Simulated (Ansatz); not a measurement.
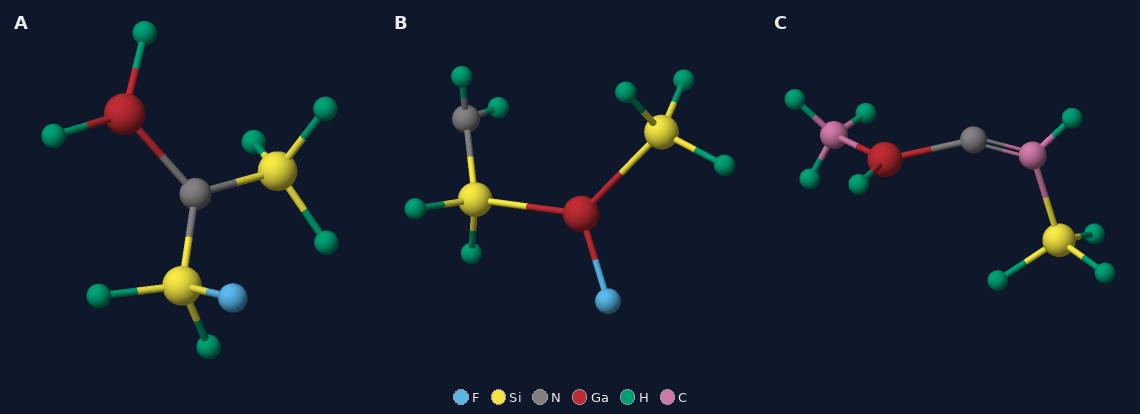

The picture comes from a calculation with Ansatz.

### Match each picture to its SMILES.
(1) [CH3][GaH]/[N]=C\[SiH3]
(2) F[SiH2][N]([SiH3])[GaH2]
(3) N[SiH2][Ga]([F])[SiH3]

A is (2), B is (3), C is (1).
